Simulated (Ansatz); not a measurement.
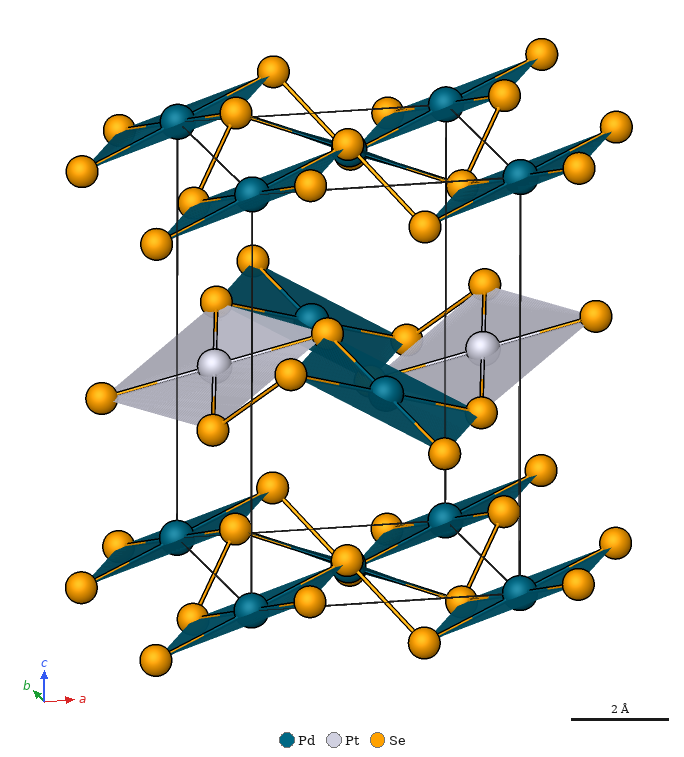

A polyhedral rendering, viewed slightly off an axis. The wireframe shows the conventional unit cell. Some neighbours outside the box are added.

Pd$_{3}$PtSe$_{8}$, space group P-1 (No. 2), a = 5.765 Å, b = 5.924 Å, c = 8.959 Å, α = 90.36°, β = 90.36°, γ = 90.02°. Origin of the cell: a structure type filled with these elements by a generator (whether the compound takes this form wasn't checked). Earlier steps of the study, as a rule a relaxation of our own, may have changed the cell and positions, so they can lie some per cent off the listed ones. An electronic-structure calculation with Ansatz was run on it.

This one geometry was computed with Ansatz (DFT, plane waves, PAW) at three levels of theory: LDA, PBE and r2SCAN.

**Which level gives the highest pressure at this volume, and what does that say about its equilibrium volume?**

Highest: PBE (0.0 GPa), which points to the largest equilibrium volume. Lowest, with the smallest volume: LDA (-5.4 GPa). Levels within 0.5 GPa of each other can't be told apart.

**How does the band gap change with the level of theory?**

LDA: a gap of 0.71 eV, indirect; PBE: a gap of 0.78 eV, indirect; r2SCAN: a gap of 0.92 eV, indirect.

**Collect the results in a table.**

| level | cutoff (eV) | k-mesh of the run's cell | gap (eV) | pressure (GPa) |
| --- | --- | --- | --- | --- |
| LDA | 420 | 6×6×4 | 0.71 | -5.4 |
| PBE | 420 | 6×6×4 | 0.78 | 0.0 |
| r2SCAN | 500 | 6×6×4 | 0.92 | -2.0 |

Gaps are taken on the k-mesh or band path of each run.
